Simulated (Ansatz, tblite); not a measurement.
# The cluster H₆Pb₂O₅: spin states and exact exchange

Aim: set other spin states of the cluster H₆Pb₂O₅ against its singlet, on many levels of theory.

Method: as each input shows; program: Ansatz 0.2.0, Gaussian basis.

The runs, in order: triplet, at the geometry of the singlet (GFN1-xTB, GFN2-xTB, PBE0-D4/def2-TZVP, PBE-D4/def2-TZVP); the singlet's energies come from earlier runs.

## 1. The structure

The singlet was relaxed beforehand with r2SCAN-D4/def2-SVP.

13 atoms, charge 0, spin multiplicity 1.

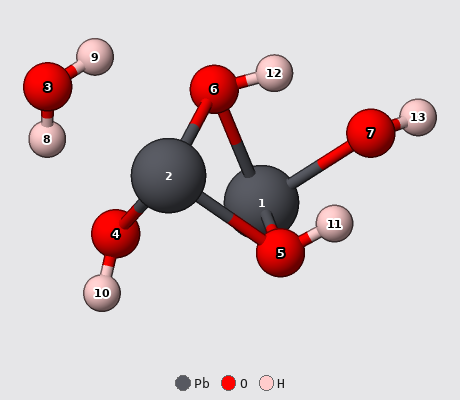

The structure; lead dark grey, oxygen red, hydrogen pink; atoms are numbered from 1 in the order of the file.

Pb takes a core potential in the def2 sets. No spin-orbit coupling is included.

## 2. Triplet at the fixed geometry, GFN1-xTB

Tight binding, by tblite at 300 K electronic temperature and without a spin-polarisation term:

```python
tblite.interface.Calculator('GFN1-xTB', numbers, positions, charge=0, uhf=2).singlepoint()
```

Energy -812.9714 eV; 0.007 s.

## 3. Triplet at the fixed geometry, GFN2-xTB

Tight binding, by tblite at 300 K electronic temperature and without a spin-polarisation term:

```python
tblite.interface.Calculator('GFN2-xTB', numbers, positions, charge=0, uhf=2).singlepoint()
```

Energy -757.3387 eV; 0.007 s.

## 4. Triplet at the fixed geometry, PBE0-D4/def2-TZVP

Contents of in.yaml:

```yaml
crystal:
  periodic: [false, false, false]
  atoms:
    - {symbol: Pb, position_ang: [1.049962, 0.283220, -1.369562]}
    - {symbol: Pb, position_ang: [-0.507572, -1.081250, 1.285392]}
    - {symbol: O, position_ang: [-2.826868, -0.208453, 0.318473]}
    - {symbol: O, position_ang: [-0.836139, -1.469634, -0.907029]}
    - {symbol: O, position_ang: [1.635488, -1.068233, 0.376947]}
    - {symbol: O, position_ang: [-0.420921, 0.988323, 0.322076]}
    - {symbol: O, position_ang: [2.122560, 1.551512, 0.129755]}
    - {symbol: H, position_ang: [-2.467160, -0.700363, -0.454236]}
    - {symbol: H, position_ang: [-2.350249, 0.641129, 0.232357]}
    - {symbol: H, position_ang: [-0.625238, -2.362233, -1.218466]}
    - {symbol: H, position_ang: [2.204687, -0.387514, 0.794077]}
    - {symbol: H, position_ang: [0.324193, 1.544620, 0.659656]}
    - {symbol: H, position_ang: [2.697267, 2.268876, -0.169422]}
basis:
  gaussian: {orbitals: def2-TZVP}
magnetization: {spin_polarized: true, initial_magnetization: 2}
hamiltonian: {xc: pbe0, dispersion: d4}
scf: {omitted_lower_state_checks: [starts]}
output: {orbitals: {seedname: orbitals}}
```

On the command line:

```bash
$ ansatz run in.yaml --threads 4 --pin off --events-out ev --progress --plain --max-ram 8704MiB
```

The log of the run:

```text
Functional definition: PBE0
  name "PBE0"
  cite "Adamo & Barone, J. Chem. Phys. 110, 6158 (1999) doi:10.1063/1.478522"
  cite "Perdew, Burke & Ernzerhof, Phys. Rev. Lett. 77, 3865 (1996) doi:10.1103/PhysRevLett.77.3865"
  parent pbe
  parameter a = 0.25
  parameter kappa = 0.804
  parameter beta = 0.06672455060314922
  exchange = (1 - a)*pbe_x(kappa = kappa, mu = beta*pi^2/3) + a*exact_x
  correlation = pbe_c(beta = beta)
these checks for a lower state are left out or cut short: starts
1879 factors; their error is unknown
mean field evaluation 1: about -20799.2327 eV, gradient 8.3e1 eV
mean field evaluation 2: about -20672.0654 eV, gradient 1.9e2 eV
mean field evaluation 4: about -20820.1045 eV, gradient 2.8e1 eV
mean field evaluation 8: about -20823.0706 eV, gradient 9.0e-1 eV
mean field evaluation 16: about -20823.0806 eV, gradient 2.0e-1 eV
mean field -20823.21929960 eV, -765.2391947753 hartree, gradient 1.1e-5 eV, S^2 2.010664; 0 other end points of the search recorded, 0 dependent functions left out
reference -20823.21934731 eV, -765.2391965285 hartree; 46, 44 occupied and 245, 247 virtual orbitals, 1879 factors
Total energy: -20823.58712182 eV, -765.2527119926 hartree
Checks for a lower state left out: starts
```

It took 31 s on 4 threads of Arm Neoverse V2, shared host; peak memory 1.5 GiB.

From the report: HOMO -2.83 eV, LUMO -5.71 eV (over both spins; with the spin held, an empty level of the minority spin lies below the top filled one); ⟨S²⟩ 2.011 (pure: 2.00).

## 5. Triplet at the fixed geometry, PBE-D4/def2-TZVP

start.molden holds the orbitals of an earlier run on this state, given as this run's starting guess.

in.yaml: that of step 4 with these lines changed.

```diff
@@ -17,5 +17,5 @@
 basis:
-  gaussian: {orbitals: def2-TZVP}
+  gaussian: {orbitals: def2-TZVP, initial_orbitals: start.molden}
 magnetization: {spin_polarized: true, initial_magnetization: 2}
-hamiltonian: {xc: pbe0, dispersion: d4}
+hamiltonian: {xc: pbe, dispersion: d4}
 scf: {omitted_lower_state_checks: [starts]}
```

The command is unchanged.

The log of the run:

```text
Functional definition: PBE
  name "PBE"
  cite "Perdew, Burke & Ernzerhof, Phys. Rev. Lett. 77, 3865 (1996) doi:10.1103/PhysRevLett.77.3865"
  parent pbe
  parameter kappa = 0.804
  parameter beta = 0.06672455060314922
  exchange = pbe_x(kappa = kappa, mu = beta*pi^2/3)
  correlation = pbe_c(beta = beta)
these checks for a lower state are left out or cut short: starts
1783 factors; their error is unknown
mean field evaluation 1: about -20825.7338 eV, gradient 9.3e0 eV
mean field evaluation 2: about -20826.0231 eV, gradient 4.7e-1 eV
mean field evaluation 4: about -20826.0742 eV, gradient 1.8e-2 eV
mean field evaluation 8: about -20826.0566 eV, gradient 2.6e-5 eV
mean field evaluation 16: about -20826.0566 eV, gradient 1.0e-5 eV
mean field -20826.05661786 eV, -765.3434642981 hartree, gradient 1.0e-5 eV, S^2 2.002999; 0 other end points of the search recorded, 0 dependent functions left out
reference -20826.05667993 eV, -765.3434665791 hartree; 46, 44 occupied and 245, 247 virtual orbitals, 1783 factors
Total energy: -20826.48816391 eV, -765.3593233228 hartree
Checks for a lower state left out: starts
```

It took 13 s on 4 threads of Arm Neoverse V2, shared host.

From the report: HOMO -2.30 eV, LUMO -6.27 eV (over both spins; with the spin held, an empty level of the minority spin lies below the top filled one); ⟨S²⟩ 2.003 (pure: 2.00).

## 6. Triplet less singlet, vertical

The singlet's energies are those of its earlier runs, whose logs aren't repeated here.

| level | triplet less singlet, vertical (kJ/mol) | time |
| --- | --- | --- |
| GFN1-xTB | +647.7 | 0.011 s |
| GFN2-xTB | +559.0 | 0.011 s |
| PBE-D4/def2-TZVP | +390.0 | 17 s |
| PBE0-D4/def2-TZVP | +433.6 | 43 s |

Times add the two runs; a level without a time comes out of a correlated run. Tight binding without a spin term can't rank spin states.

## 7. Results

```
                                                quantity                                       value
triplet less singlet, vertical, functionals in def2-TZVP  +390.0 (PBE-D4) to +433.6 kJ/mol (PBE0-D4)
```

**Reading.** All functionals put the triplet above the singlet, over a spread of 43.5 kJ/mol. The checks for a lower triplet were left out, so another state of that spin may lie lower. These are electronic energies, without zero-point motion, entropy or surroundings. Spin-orbit coupling is left out too; for so heavy a metal it can shift spin gaps by tenths of an eV.
